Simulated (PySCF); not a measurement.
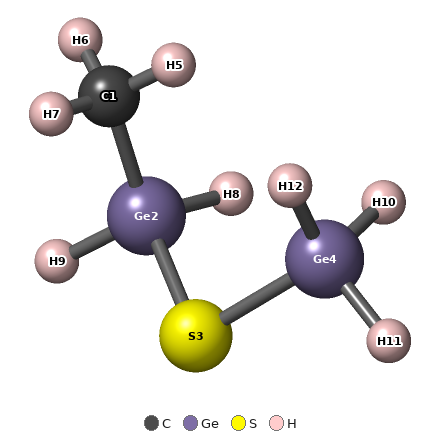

CH₈Ge₂S, SMILES [CH3][GeH2][S][GeH3], singlet. Vertical core-electron binding energies by ΔSCF (SCAN, pcX-2 on the ionised atom, pcseg-1 elsewhere, spin-free X2C; PySCF 2.14.0, at a PBE0-D3(BJ)/def2-SVP geometry (no frequency check)), gas phase, against the vacuum level. One atom of each kind was ionised; within a panel, areas follow the number of like atoms and 2j + 1 (2p levels are split by first-order spin-orbit coupling, an approximation), each panel is scaled alone, Gaussians of 0.6 eV full width. Only the regions named are shown.

### Predict the S 2p and S 1s photoelectron lines.

```tsv
level	atoms	binding energy (eV)
S 2p1/2	S3	169.6
S 2p3/2	S3	168.3
S 1s	S3	2476.1
```

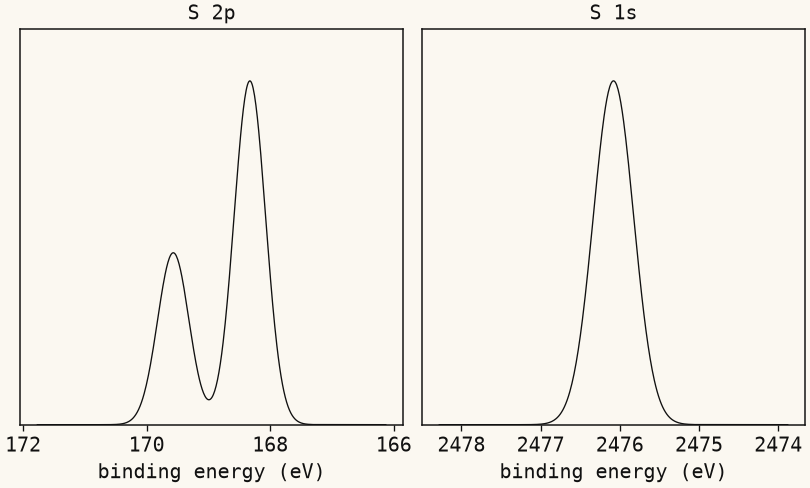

Note: one conformer of a flexible molecule.
